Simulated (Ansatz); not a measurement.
**SiH₄ (triplet): trial inputs and their diagnosis at scale of all distances = 1.519**

3 inputs are run for SiH₄ (triplet) as typed; the log has to tell whether the result can be used and what must change.

Computed with Ansatz 0.2.0, Gaussian basis. Level: the settings change from run to run.

14 further runs of the same task are left out: 12 that didn't finish, 2 set aside as unsound or not needed.

## Step 1: What is computed

The geometry derives from a PBE0/def2-TZVP stationary point (not a proven minimum). All distances are scaled together.

5 atoms, charge 0, spin multiplicity 3.

Atoms are counted from 1 here; the program's logs count them from 0.

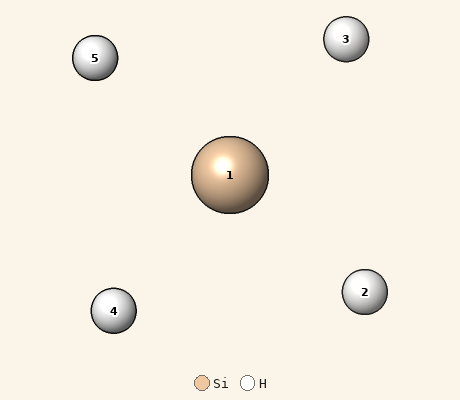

The structure; silicon light orange, hydrogen white; atoms are numbered from 1 in the order of the file.

As a file:

| atom | x (Å) | y (Å) | z (Å) |
| --- | --- | --- | --- |
| Si1 | 0.0000 | 0.0000 | 0.0000 |
| H2 | -0.0175 | 1.6483 | 1.6368 |
| H3 | -0.0251 | -1.6369 | 1.6481 |
| H4 | 0.0251 | 1.6369 | -1.6481 |
| H5 | 0.0175 | -1.6483 | -1.6368 |

## Step 2: Try 1

The input, in.yaml:

```yaml
crystal:
  periodic: [false, false, false]
  atoms:
    - {symbol: Si, position_ang: [0.000000, 0.000000, 0.000000]}
    - {symbol: H, position_ang: [-0.017506, 1.648277, 1.636838]}
    - {symbol: H, position_ang: [-0.025059, -1.636923, 1.648095]}
    - {symbol: H, position_ang: [0.025059, 1.636923, -1.648095]}
    - {symbol: H, position_ang: [0.017506, -1.648277, -1.636838]}
basis:
  gaussian: {orbitals: 6-31G}
magnetization: {spin_polarized: false, initial_magnetization: 2}
correlation: {active_space: {window: {electrons: 5, orbitals: 4}}}
accuracy: high
```

Started as:

```console
ansatz run in.yaml --threads 1 --pin off --events-out ev --progress --plain --max-ram 2393MiB
```

What it wrote:

```text
Functional definition: HF
  name "HF"
  cite "Fock, Z. Phys. 61, 126 (1930) doi:10.1007/BF01340294"
  parent pbe
  exchange = exact_x
  correlation = 0
454 factors; integrals over basis functions are off by at most 3.3e-9 eV
mean field evaluation 1: about -7911.9581 eV, gradient 7.7e0 eV
mean field evaluation 2: about -7911.9600 eV, gradient 7.7e0 eV
mean field evaluation 4: about -7912.4383 eV, gradient 2.8e-1 eV
mean field evaluation 8: about -7912.4393 eV, gradient 1.1e-4 eV
mean field evaluation 16: about -7912.4393 eV, gradient 9.6e-6 eV
mean field evaluation 32: about -7913.3653 eV, gradient 2.0e-8 eV
mean field -7913.36529411 eV, -290.8108106868 hartree, gradient 2.0e-8 eV, S^2 2.000000; 3 other end points of the search recorded, 0 dependent functions left out
reference -7913.36529411 eV, -290.8108106868 hartree; 10, 8 occupied and 11, 13 virtual orbitals, 454 factors
Error: 5 electrons in 4 orbitals form no window around the highest filled level of the reference
```

Run time: 0.21 s. Hardware: 1 thread of Arm Neoverse V1, shared host.

**Diagnosis.** The run stopped with an error. The active window can't be built from these electrons and orbitals. Fix: choose counts that fit the spin, the electrons and the basis.

## Step 3: Try 2

The input, in.yaml:

```yaml
crystal:
  periodic: [false, false, false]
  atoms:
    - {symbol: Si, position_ang: [0.000000, 0.000000, 0.000000]}
    - {symbol: H, position_ang: [-0.017506, 1.648277, 1.636838]}
    - {symbol: H, position_ang: [-0.025059, -1.636923, 1.648095]}
    - {symbol: H, position_ang: [0.025059, 1.636923, -1.648095]}
    - {symbol: H, position_ang: [0.017506, -1.648277, -1.636838]}
basis:
  gaussian: {orbitals: 6-31G}
magnetization: {spin_polarized: false, initial_magnetization: 2}
correlation: {method: sc_nevpt2, electrons: outside_noble_gas}
accuracy: high
output: {forces: true}
```

Launched as before.

What it wrote:

```text
Error: this correlation method needs an active space: name one as the reference
```

It took 0.03 s on 1 thread of Arm Neoverse V1, shared host.

Diagnosis: The run was refused. This method needs an active space and has none. Cure: add an active_space block.

## Step 4: Try 3

The input, in.yaml:

```yaml
crystal:
  periodic: [false, false, false]
  atoms:
    - {symbol: Si, position_ang: [0.000000, 0.000000, 0.000000]}
    - {symbol: H, position_ang: [-0.017506, 1.648277, 1.636838]}
    - {symbol: H, position_ang: [-0.025059, -1.636923, 1.648095]}
    - {symbol: H, position_ang: [0.025059, 1.636923, -1.648095]}
    - {symbol: H, position_ang: [0.017506, -1.648277, -1.636838]}
basis:
  gaussian: {orbitals: def2-SVP}
correlation: {active_space: {window: {electrons: 4, orbitals: 4}}}
magnetization: {spin_polarized: true, initial_magnetization: 2}
```

Same command.

What it wrote:

```text
Error: invalid value for `correlation.active_space`: it starts from restricted Hartree–Fock orbitals; set hamiltonian.xc: hf without magnetization.spin_polarized
```

Wall time 0.03 s (1 thread of Arm Neoverse V1, shared host).

Diagnosis: The run was refused. An active space is asked on unrestricted orbitals. Cure: drop spin_polarized: true.

## Step 5: Summary

| try | level | ended | cause | time |
| --- | --- | --- | --- | --- |
| 1 | CASSCF(5,4)/6-31G | stopped by an error | the active window can't be built from these electrons and orbitals | 0.21 s |
| 2 | 'sc_nevpt2'/6-31G | refused | this method needs an active space and has none | 0.03 s |
| 3 | CASSCF(4,4)/def2-SVP | refused | an active space is asked on unrestricted orbitals | 0.03 s |

1 stopped by an error, 2 refused.
